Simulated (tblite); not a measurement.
Geometry relaxation, with input and output: C4H3GeN3

C4H3GeN3, SMILES N#C[CH2][GeH]([C]#N)[C]#N, computed with GFN2-xTB geometry optimisation, gas phase (tblite 0.8.0).

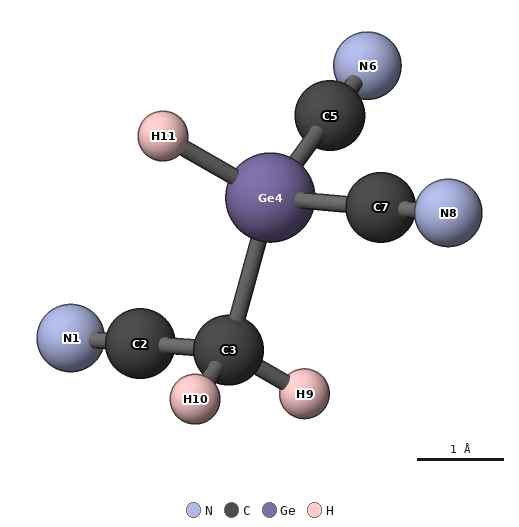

Fig. 1: The input geometry (ball-and-stick view, seen at a tilt; atoms are numbered from 1 in the order of the input). Sticks mark near contacts. Bond lengths as drawn: C–C 1.48 Å, C–Ge 1.88 to 1.94 Å, C–H 1.11 Å, C–N 1.14 to 1.16 Å and Ge–H 1.55 Å.

### Key numbers

| quantity | value |
| --- | --- |
| outcome | converged |
| total energy | −561.2376 eV |
| hardware | 1 CPU thread, shared host |
| peak memory | 0.18 GiB |

### The input
```
{"job": {"xc": "GFN2-xTB", "basis": "xTB", "kind": "relax"}, "charge": 0, "multiplicity": 1}
N     -3.146200     0.094500     0.328500
C     -2.119000    -0.358300     0.109000
C     -0.789000    -0.948500    -0.144700
Ge     0.590300     0.309200     0.391700
C      0.449800     1.895000    -0.604300
N      0.359800     2.870100    -1.232800
C      2.289800    -0.479000     0.100100
N      3.332800    -0.956600    -0.073300
H     -0.693900    -1.157700    -1.231800
H     -0.694500    -1.891500     0.426500
H      0.425500     0.625600     1.905100
```

The first line tells a small driver script what to run in tblite; the rest is the geometry in Å.

Launched with:
```bash
OMP_NUM_THREADS=1 python <driver script> task.json out
```

### Log
```
step      E/eV     max force
  0    -561.08048    3.037
  1    -560.81111    8.857
  2    -561.20340    0.540
  3    -561.21114    0.763
  4    -561.21358    0.752
  5    -561.21988    0.204
  6    -561.22159    0.403
  7    -561.22582    0.329
  8    -561.22878    0.201
  9    -561.23062    0.110
 10    -561.23155    0.136
 11    -561.23263    0.100
 12    -561.23316    0.081
 13    -561.23360    0.050
 14    -561.23399    0.085
 15    -561.23439    0.086
 16    -561.23479    0.078
 17    -561.23513    0.060
 18    -561.23537    0.043
 19    -561.23553    0.035
 20    -561.23553    0.035
 21    -561.23558    0.062
 22    -561.23572    0.037
 23    -561.23576    0.022
 24    -561.23578    0.086
 25    -561.23586    0.033
 26    -561.23590    0.024
 27    -561.23605    0.052
 28    -561.23610    0.095
 29    -561.23620    0.037
 30    -561.23627    0.030
 31    -561.23644    0.052
 32    -561.23654    0.044
 33    -561.23665    0.027
 34    -561.23671    0.027
 35    -561.23678    0.029
 36    -561.23685    0.030
 37    -561.23693    0.029
 38    -561.23699    0.023
 39    -561.23702    0.013
 40    -561.23704    0.015
 41    -561.23705    0.013
 42    -561.23708    0.018
 43    -561.23711    0.018
 44    -561.23713    0.011
 45    -561.23714    0.009
 46    -561.23715    0.008
 47    -561.23716    0.011
 48    -561.23717    0.012
 49    -561.23718    0.008
 50    -561.23719    0.006
 51    -561.23719    0.008
 52    -561.23720    0.014
 53    -561.23722    0.019
 54    -561.23724    0.019
 55    -561.23726    0.014
 56    -561.23728    0.013
 57    -561.23730    0.013
 58    -561.23731    0.018
 59    -561.23733    0.015
 60    -561.23735    0.009
 61    -561.23735    0.010
 62    -561.23736    0.011
 63    -561.23737    0.013
 64    -561.23738    0.008
 65    -561.23738    0.005
 66    -561.23739    0.005
 67    -561.23739    0.010
 68    -561.23740    0.013
 69    -561.23741    0.010
 70    -561.23741    0.006
 71    -561.23742    0.006
 72    -561.23742    0.010
 73    -561.23743    0.017
 74    -561.23745    0.021
 75    -561.23746    0.017
 76    -561.23748    0.008
 77    -561.23748    0.006
 78    -561.23749    0.010
 79    -561.23750    0.016
 80    -561.23752    0.019
 81    -561.23753    0.011
 82    -561.23753    0.004
 83    -561.23754    0.005
 84    -561.23754    0.015
 85    -561.23754    0.013
 86    -561.23755    0.010
 87    -561.23756    0.021
 88    -561.23756    0.015
 89    -561.23756    0.005
 90    -561.23756    0.005
 91    -561.23757    0.032
 92    -561.23758    0.024
 93    -561.23758    0.017
 94    -561.23759    0.005
 95    -561.23759    0.007
 96    -561.23760    0.006
 97    -561.23760    0.007
 98    -561.23760    0.007
 99    -561.23760    0.003
```

### Trajectory as extended XYZ (Å, eV, eV/Å), 9 of the 12 frames kept, from step=0 to step=99
```
11
Properties=species:S:1:pos:R:3:forces:R:3 step=0 energy=-561.08048
N    -3.1462    0.0945    0.3285    0.3480  -0.0940  -0.0760
C    -2.1190   -0.3583    0.1090    0.7950  -0.5320  -0.1470
C    -0.7890   -0.9485   -0.1447   -1.3680  -0.1970  -0.3570
Ge    0.5903    0.3092    0.3917   -0.1580   0.0390   1.4510
C     0.4498    1.8950   -0.6043   -0.1120   2.5520  -1.6420
N     0.3598    2.8701   -1.2328    0.1730  -1.9780   1.2760
C     2.2898   -0.4790    0.1001    2.2060  -0.8500  -0.3960
N     3.3328   -0.9566   -0.0733   -1.8030   0.7820   0.2960
H    -0.6939   -1.1577   -1.2318   -0.1670  -0.0450   0.4820
H    -0.6945   -1.8915    0.4265   -0.1200   0.3290  -0.2840
H     0.4255    0.6256    1.9051    0.2070  -0.0070  -0.6030
11
Properties=species:S:1:pos:R:3:forces:R:3 step=9 energy=-561.23062
N    -3.1179    0.0944    0.3266   -0.0430  -0.0280  -0.0030
C    -2.1145   -0.4008    0.0958    0.0110   0.1070   0.0230
C    -0.8212   -0.9625   -0.1589   -0.0540  -0.0760  -0.0160
Ge    0.5793    0.3173    0.4434    0.0080  -0.0080   0.0080
C     0.4692    1.9233   -0.6034   -0.0140   0.0280  -0.0040
N     0.3625    2.8688   -1.2379    0.0430  -0.0430   0.0300
C     2.3109   -0.4611    0.1073   -0.0710   0.0340   0.0230
N     3.3232   -0.9585   -0.0792    0.0090   0.0110  -0.0130
H    -0.7222   -1.1774   -1.2257    0.0310  -0.0070  -0.0330
H    -0.7241   -1.8951    0.4012    0.0280  -0.0710  -0.0030
H     0.4602    0.6544    1.9048    0.0520   0.0520  -0.0120
11
Properties=species:S:1:pos:R:3:forces:R:3 step=27 energy=-561.23605
N    -3.1289    0.0851    0.3246   -0.0170  -0.0120  -0.0010
C    -2.1224   -0.4059    0.0978    0.0300  -0.0010   0.0020
C    -0.8308   -0.9760   -0.1553   -0.0270   0.0020   0.0020
Ge    0.5670    0.3121    0.4523   -0.0050  -0.0010   0.0050
C     0.4701    1.9139   -0.6012    0.0070  -0.0410   0.0320
N     0.4001    2.8649   -1.2313    0.0120   0.0350  -0.0290
C     2.2979   -0.4549    0.1072   -0.0240   0.0130   0.0090
N     3.3162   -0.9364   -0.0885    0.0200  -0.0030  -0.0120
H    -0.7179   -1.1710   -1.2261    0.0000   0.0010   0.0030
H    -0.7338   -1.9201    0.3878    0.0030   0.0060  -0.0030
H     0.4878    0.6909    1.9066    0.0010   0.0010  -0.0080
11
Properties=species:S:1:pos:R:3:forces:R:3 step=36 energy=-561.23685
N    -3.1502    0.0586    0.3232    0.0090   0.0000   0.0080
C    -2.1322   -0.4117    0.1037    0.0160  -0.0230  -0.0120
C    -0.8357   -0.9713   -0.1499   -0.0280  -0.0040  -0.0060
Ge    0.5645    0.3121    0.4575   -0.0130   0.0040   0.0220
C     0.4873    1.9109   -0.5998    0.0000  -0.0050   0.0030
N     0.4372    2.8584   -1.2375    0.0070   0.0190  -0.0130
C     2.2951   -0.4511    0.1076   -0.0170   0.0120  -0.0020
N     3.3162   -0.9184   -0.1072    0.0200  -0.0130   0.0000
H    -0.7224   -1.1606   -1.2218   -0.0040  -0.0050   0.0020
H    -0.7345   -1.9181    0.3883    0.0000   0.0120  -0.0060
H     0.4799    0.6938    1.9100    0.0100   0.0030   0.0040
11
Properties=species:S:1:pos:R:3:forces:R:3 step=54 energy=-561.23724
N    -3.1565    0.0413    0.3339   -0.0030  -0.0030   0.0070
C    -2.1378   -0.4242    0.1076    0.0020   0.0040  -0.0090
C    -0.8385   -0.9719   -0.1517   -0.0110  -0.0030   0.0000
Ge    0.5563    0.3178    0.4573    0.0080   0.0070   0.0160
C     0.4936    1.9171   -0.6022    0.0080  -0.0060   0.0030
N     0.4684    2.8640   -1.2423   -0.0050   0.0070  -0.0030
C     2.2865   -0.4474    0.1058   -0.0050   0.0040   0.0010
N     3.3074   -0.9163   -0.1068    0.0040  -0.0060   0.0010
H    -0.7254   -1.1587   -1.2239   -0.0040  -0.0010  -0.0010
H    -0.7286   -1.9182    0.3849    0.0070  -0.0040  -0.0010
H     0.4800    0.6989    1.9114   -0.0020   0.0000  -0.0120
11
Properties=species:S:1:pos:R:3:forces:R:3 step=63 energy=-561.23737
N    -3.1591    0.0280    0.3466   -0.0010  -0.0020   0.0020
C    -2.1391   -0.4308    0.1124    0.0020   0.0010   0.0010
C    -0.8382   -0.9709   -0.1546   -0.0060  -0.0010  -0.0020
Ge    0.5548    0.3225    0.4524    0.0030   0.0040   0.0120
C     0.5012    1.9228   -0.6058   -0.0010  -0.0030   0.0000
N     0.4788    2.8726   -1.2419   -0.0010   0.0040  -0.0040
C     2.2838   -0.4482    0.1081   -0.0020  -0.0040   0.0010
N     3.3014   -0.9260   -0.1010    0.0030   0.0000   0.0020
H    -0.7311   -1.1567   -1.2276    0.0030   0.0020  -0.0030
H    -0.7184   -1.9171    0.3804   -0.0020   0.0000  -0.0020
H     0.4714    0.7065    1.9050    0.0020  -0.0010  -0.0060
11
Properties=species:S:1:pos:R:3:forces:R:3 step=72 energy=-561.23742
N    -3.1608    0.0208    0.3545    0.0000   0.0010  -0.0010
C    -2.1398   -0.4325    0.1143    0.0010  -0.0010   0.0020
C    -0.8382   -0.9688   -0.1570   -0.0040  -0.0020   0.0000
Ge    0.5550    0.3240    0.4514    0.0010   0.0010   0.0100
C     0.5032    1.9238   -0.6083    0.0010  -0.0040   0.0010
N     0.4805    2.8740   -1.2437   -0.0010   0.0000  -0.0030
C     2.2826   -0.4516    0.1108    0.0020   0.0050  -0.0020
N     3.3008   -0.9290   -0.0967   -0.0010  -0.0020   0.0030
H    -0.7312   -1.1523   -1.2304   -0.0020   0.0050  -0.0010
H    -0.7170   -1.9162    0.3756    0.0020  -0.0010  -0.0020
H     0.4705    0.7104    1.9033    0.0010  -0.0020  -0.0060
11
Properties=species:S:1:pos:R:3:forces:R:3 step=90 energy=-561.23756
N    -3.1638    0.0043    0.3787    0.0000   0.0000   0.0030
C    -2.1414   -0.4392    0.1262    0.0050   0.0010   0.0000
C    -0.8387   -0.9625   -0.1635    0.0010   0.0000   0.0000
Ge    0.5546    0.3275    0.4516    0.0000   0.0000   0.0010
C     0.5077    1.9226   -0.6153    0.0000  -0.0010   0.0000
N     0.4846    2.8679   -1.2580    0.0010   0.0000  -0.0010
C     2.2815   -0.4539    0.1205   -0.0030   0.0040  -0.0010
N     3.2984   -0.9375   -0.0781    0.0040  -0.0010   0.0000
H    -0.7398   -1.1258   -1.2411    0.0000  -0.0010   0.0000
H    -0.7061   -1.9182    0.3512   -0.0040  -0.0010  -0.0010
H     0.4684    0.7175    1.9018   -0.0040   0.0000   0.0010
11
Properties=species:S:1:pos:R:3:forces:R:3 step=99 energy=-561.23760
N    -3.1610    0.0020    0.3911   -0.0010   0.0020   0.0000
C    -2.1399   -0.4397    0.1304    0.0010  -0.0020   0.0000
C    -0.8384   -0.9617   -0.1670    0.0000   0.0010   0.0000
Ge    0.5536    0.3278    0.4520    0.0020  -0.0020  -0.0010
C     0.5091    1.9213   -0.6175    0.0000  -0.0030   0.0000
N     0.4885    2.8640   -1.2642    0.0000   0.0020   0.0010
C     2.2817   -0.4524    0.1242   -0.0030   0.0010   0.0010
N     3.2985   -0.9369   -0.0735    0.0020   0.0010   0.0010
H    -0.7424   -1.1192   -1.2457   -0.0020  -0.0010   0.0000
H    -0.7050   -1.9202    0.3423    0.0000   0.0000  -0.0010
H     0.4606    0.7177    1.9019    0.0010   0.0010  -0.0010
```
